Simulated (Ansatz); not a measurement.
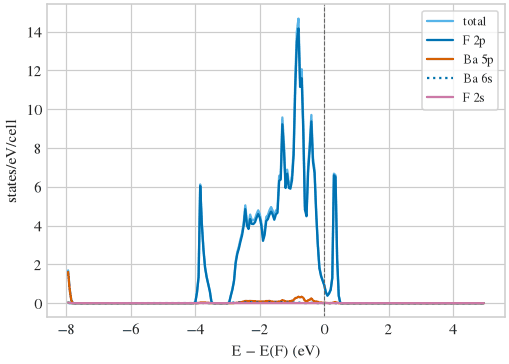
Figure: Total and projected density of states of BaF$_{3}$ in space group I4/mmm (No. 139; Ba on 2a, F on 4d, F on 2b), the program Ansatz at the r²SCAN level (PAW)

**Question.** Which orbitals carry the states next to the Fermi level?

**Answer.** Within 0.5 eV of the Fermi level: F 2p 97 %. Projections are on Löwdin-orthogonalised atomic valence shells; empty p or d shells of many metals are not among them.

**Question.** Where is the tallest occupied peak in this window, and what makes it?

**Answer.** Near -0.8 eV, about 15 states/eV per cell; the largest projected share is F 2p.

The workflow started from a Materials Project entry (that database holds measured and hypothetical structures alike); the Crystallography Open Database copy checked does not list it. Its standing as an ambient phase is unchecked. Symmetry was held in the r²SCAN relaxation; whether a distortion lowers the energy is not shown. Magnetic state: ferromagnetic, chosen from 5 collinear starts compared on coarse meshes (ties went to the first, and starts can fall back to one state), not a proven ground state. Other orbital occupations within this spin state were not tried. No Hubbard U is applied. Spin–orbit coupling is left out wherever it is not named.

Potentials: the later of the program's two PAW sets.
